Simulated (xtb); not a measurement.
**Molecular dynamics, with input and output: CH8FNSi2 (part 1 of 2)**

The run: molecular dynamics of CH8FNSi2, SMILES CN([SiH3])[SiH2]F. Method and program: GFN2-xTB (xtb 6.7.1 later snapshot).

The starting geometry was optimised with GFN2-xTB.

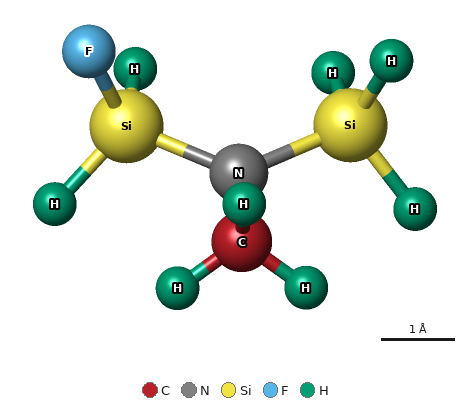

The starting structure (ball-and-stick view, seen at a tilt). Bond lengths as drawn: C–H 1.09 Å, C–N 1.45 Å, F–Si 1.62 Å, H–Si 1.45 to 1.47 Å and N–Si 1.72 to 1.74 Å.

The input (mol.xyz):
```
13
start
C     -1.079175     0.157704     1.018310
N     -0.126180    -0.115203    -0.043689
Si     1.202826    -1.153309     0.381766
Si    -0.192403     0.900829    -1.435584
F      0.345582     2.382668    -1.083187
H     -2.038592     0.462699     0.601163
H     -0.725052     0.956817     1.675462
H     -1.233071    -0.736090     1.622339
H      0.604208    -2.337243     1.006750
H      2.111369    -0.506366     1.337307
H      1.888829    -1.478302    -0.863077
H      0.709613     0.393252    -2.446307
H     -1.582655     1.111445    -1.806253
```

File xtb.inp:
```
$md
   temp=200
   time=0.2
   step=0.25
   dump=20
   hmass=1
   shake=0
   nvt=false
$end
```

Launch command:
```bash
xtb mol.xyz --gfn 2 -I xtb.inp --md > out.txt
```

What the program printed:
```
* xtb version 6.7.1
   ID    Z sym.   atoms
    1    6 C      1
    2    7 N      2
    3   14 Si     3, 4
    4    9 F      5
    5    1 H      6-13

           -------------------------------------------------
          |                Calculation Setup                |
           -------------------------------------------------

          program call               : xtb mol.xyz --gfn 2 -I xtb.inp --md
          coordinate file            : mol.xyz
          omp threads                :                     1

           -------------------------------------------------
          |                 G F N 2 - x T B                 |
           -------------------------------------------------

      * Hamiltonian:
        H0-scaling (s, p, d)           1.850000    2.230000    2.230000
        zeta-weighting                 0.500000
      * Dispersion:
        s8                             2.700000
        a1                             0.520000
        a2                             5.000000
        s9                             5.000000
      * Repulsion:
        kExp                           1.500000    1.000000
        rExp                           1.000000
      * Coulomb:
        alpha                          2.000000
        third order                    shell-resolved
        anisotropic                    true
        a3                             3.000000
        a5                             4.000000
        cn-shift                       1.200000
        cn-exp                         4.000000
        max-rad                        5.000000

          ...................................................
          :                      SETUP                      :
          :.................................................:
          :  # basis functions                  40          :
          :  # atomic orbitals                  38          :
          :  # shells                           20          :
          :  # electrons                        32          :
          :  max. iterations                   250          :
          :  Hamiltonian                  GFN2-xTB          :
          :  restarted?                      false          :
          :  GBSA solvation                  false          :
          :  PC potential                    false          :
          :  electronic temp.          300.0000000     K    :
          :  accuracy                    1.0000000          :
          :  -> integral cutoff          0.2500000E+02      :
          :  -> integral neglect         0.1000000E-07      :
          :  -> SCF convergence          0.1000000E-05 Eh   :
          :  -> wf. convergence          0.1000000E-03 e    :
          :  Broyden damping             0.4000000          :
          :  net charge                          0          :
          :  unpaired electrons                  0          :
          ...................................................

 iter      E             dE          RMSdq      gap      omega  full diag
   1    -17.4875514 -0.174876E+02  0.613E+00    5.41       0.0  T
   2    -17.5923686 -0.104817E+00  0.348E+00    4.68       1.0  T
   3    -17.5971444 -0.477585E-02  0.216E+00    4.99       1.0  T
   4    -17.5980414 -0.896979E-03  0.102E+00    4.81       1.0  T
   5    -17.5976776  0.363842E-03  0.583E-01    4.94       1.0  T
   6    -17.5985616 -0.883996E-03  0.133E-01    4.85       1.0  T
   7    -17.5985611  0.422519E-06  0.591E-02    4.83       1.0  T
   8    -17.5985677 -0.659782E-05  0.180E-02    4.85       1.5  T
   9    -17.5985681 -0.413736E-06  0.836E-03    4.85       3.3  T
  10    -17.5985682 -0.419493E-07  0.461E-03    4.85       6.0  T
  11    -17.5985682 -0.178460E-07  0.234E-03    4.85      11.9  T
  12    -17.5985682 -0.123816E-07  0.409E-04    4.85      67.9  T
  13    -17.5985682  0.245027E-09  0.289E-04    4.85      96.1  T

   *** convergence criteria satisfied after 13 iterations ***

         #    Occupation            Energy/Eh            Energy/eV
      -------------------------------------------------------------
         1        2.0000           -0.8436637             -22.9573
       ...           ...                  ...                  ...
        10        2.0000           -0.4895372             -13.3210
        11        2.0000           -0.4664790             -12.6935
        12        2.0000           -0.4335660             -11.7979
        13        2.0000           -0.4320986             -11.7580
        14        2.0000           -0.4264729             -11.6049
        15        2.0000           -0.4218235             -11.4784
        16        2.0000           -0.3725878             -10.1386 (HOMO)
        17                         -0.1945155              -5.2930 (LUMO)
        18                         -0.1791921              -4.8761
        19                         -0.1698443              -4.6217
        20                         -0.1628400              -4.4311
        21                         -0.1480008              -4.0273
       ...                                ...                  ...
        38                          0.9380650              25.5260
      -------------------------------------------------------------
                  HL-Gap            0.1780723 Eh            4.8456 eV
             Fermi-level           -0.2835516 Eh           -7.7158 eV

 SCC (total)                   0 d,  0 h,  0 min,  0.008 sec
 SCC setup                      ...        0 min,  0.000 sec (  1.592%)
 Dispersion                     ...        0 min,  0.000 sec (  0.612%)
 classical contributions        ...        0 min,  0.000 sec (  0.133%)
 integral evaluation            ...        0 min,  0.001 sec ( 12.644%)
 iterations                     ...        0 min,  0.005 sec ( 58.903%)
 molecular gradient             ...        0 min,  0.002 sec ( 25.063%)
 printout                       ...        0 min,  0.000 sec (  0.897%)

         :::::::::::::::::::::::::::::::::::::::::::::::::::::
         ::                     SUMMARY                     ::
         :::::::::::::::::::::::::::::::::::::::::::::::::::::
         :: total energy             -17.448188287218 Eh    ::
         :: gradient norm              0.000024321852 Eh/a0 ::
         :: HOMO-LUMO gap              4.845593477850 eV    ::
         ::.................................................::
         :: SCC energy               -17.598550961699 Eh    ::
         :: -> isotropic ES            0.049726559330 Eh    ::
         :: -> anisotropic ES          0.004176003232 Eh    ::
         :: -> anisotropic XC          0.004066895483 Eh    ::
         :: -> dispersion             -0.009069929673 Eh    ::
         :: repulsion energy           0.150362674481 Eh    ::
         :: add. restraining           0.000000000000 Eh    ::
         :: total charge              -0.000000000000 e     ::
         :::::::::::::::::::::::::::::::::::::::::::::::::::::

           -------------------------------------------------
          |                Property Printout                |
           -------------------------------------------------

    * Orbital Energies and Occupations

         #    Occupation            Energy/Eh            Energy/eV
      -------------------------------------------------------------
         1        2.0000           -0.8436637             -22.9573
       ...           ...                  ...                  ...
         4        2.0000           -0.6146112             -16.7244
         5        2.0000           -0.5487595             -14.9325
         6        2.0000           -0.5087782             -13.8446
         7        2.0000           -0.5059985             -13.7689
         8        2.0000           -0.5049668             -13.7408
         9        2.0000           -0.4977609             -13.5448
        10        2.0000           -0.4895372             -13.3210
        11        2.0000           -0.4664790             -12.6935
        12        2.0000           -0.4335660             -11.7979
        13        2.0000           -0.4320986             -11.7580
        14        2.0000           -0.4264729             -11.6049
        15        2.0000           -0.4218235             -11.4784
        16        2.0000           -0.3725878             -10.1386 (HOMO)
        17                         -0.1945155              -5.2930 (LUMO)
        18                         -0.1791921              -4.8761
        19                         -0.1698443              -4.6217
        20                         -0.1628400              -4.4311
        21                         -0.1480008              -4.0273
        22                         -0.1228434              -3.3427
        23                         -0.0664929              -1.8094
        24                         -0.0560286              -1.5246
        25                         -0.0188451              -0.5128
        26                          0.0276900               0.7535
        27                          0.1251410               3.4053
       ...                                ...                  ...
        38                          0.9380650              25.5260
      -------------------------------------------------------------
                  HL-Gap            0.1780723 Eh            4.8456 eV
             Fermi-level           -0.2835516 Eh           -7.7158 eV

     #   Z          covCN         q      C6AA      α(0)
     1   6          3.814    -0.018    20.889     6.505
     2   7          2.547    -0.384    29.955     8.128
     3  14          3.762     0.494    97.078    18.856
     4  14          3.554     0.576    97.080    18.974
     5   9          0.705    -0.280    12.103     4.108
     6   1          0.925     0.027     2.629     2.536
     7   1          0.924     0.021     2.717     2.578
     8   1          0.925     0.025     2.655     2.548
     9   1          0.917    -0.101     5.588     3.697
    10   1          0.917    -0.092     5.306     3.603
    11   1          0.920    -0.107     5.803     3.768
    12   1          0.922    -0.085     5.057     3.517
    13   1          0.921    -0.077     4.831     3.438

 Mol. C6AA /au·bohr⁶  :       2410.243415
 Mol. C8AA /au·bohr⁸  :      81370.796732
 Mol. α(0) /au        :         82.254514

Wiberg/Mayer (AO) data.
largest (>0.10) Wiberg bond orders for each atom

 ---------------------------------------------------------------------------
     #   Z sym  total        # sym  WBO       # sym  WBO       # sym  WBO
```
